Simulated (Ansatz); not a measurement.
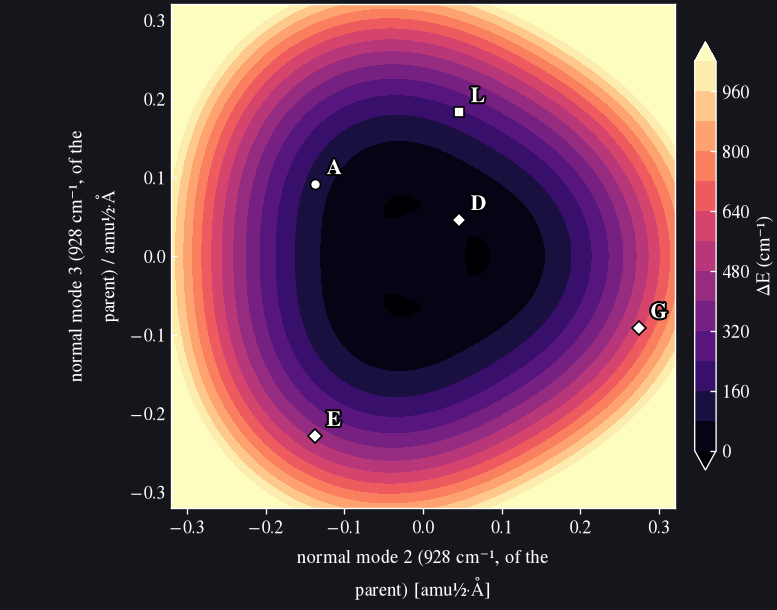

CH₃S, spin multiplicity 2. The first coordinate is: normal mode 2 (928 cm⁻¹, of the parent); the second: normal mode 3 (928 cm⁻¹, of the parent). Nothing is relaxed (straight displacements along the two mass-weighted modes). The scan uses a 15 × 15 grid; 120 points were computed and 105 follow by symmetry. Points are written as (first, second). Energies are in cm⁻¹, from the lowest grid point. Near the degeneracy a single determinant is a rough description. Computed with UKS CAM-B3LYP-D4/def2-SVPD (Ansatz).

The picture shows filled contours, one colour for all values above the top of the scale, lettered points. Between grid points the surface is interpolated.

Is G the lowest point of the computed grid?

No. G lies 604 cm⁻¹ above the lowest grid point, which is at (−0.046 amu½·Å, −0.046 amu½·Å).

Rank the lettered points by energy, lowest first.

D (7 cm⁻¹), A (123 cm⁻¹), L (226 cm⁻¹), E (453 cm⁻¹), G (604 cm⁻¹).
